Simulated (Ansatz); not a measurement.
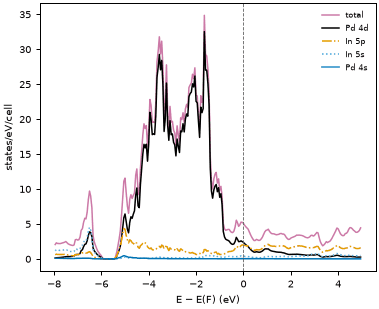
Fig. 1. Total and projected density of states of InPd2 in space group Pnma (No. 62; In on 4c, Pd on 4c, Pd on 4c), r²SCAN in the plane-wave PAW code Ansatz

### Question
Which orbitals carry the states next to the Fermi level?

### Answer
Within 0.5 eV of the Fermi level: Pd 4d 48 %, In 5p 38 %, In 5s 8 %, outside the projected shells 6 %. Projections are on Löwdin-orthogonalised atomic valence shells; empty p or d shells of many metals are not among them.

### Question
Where is the tallest occupied peak in this window, and what makes it?

### Answer
Near -1.6 eV, about 35 states/eV per cell; the largest projected share is Pd 4d.

The first step of the workflow began from a Materials Project structure, measured or hypothetical; the Crystallography Open Database copy checked does not list it. Whether it is the stable phase at ambient conditions was not checked. Symmetry was held in the r²SCAN relaxation; whether a distortion lowers the energy is not shown. The run is not spin-polarised. Spin–orbit coupling is left out wherever it is not named.

Potentials: the earlier of the program's two PAW sets.
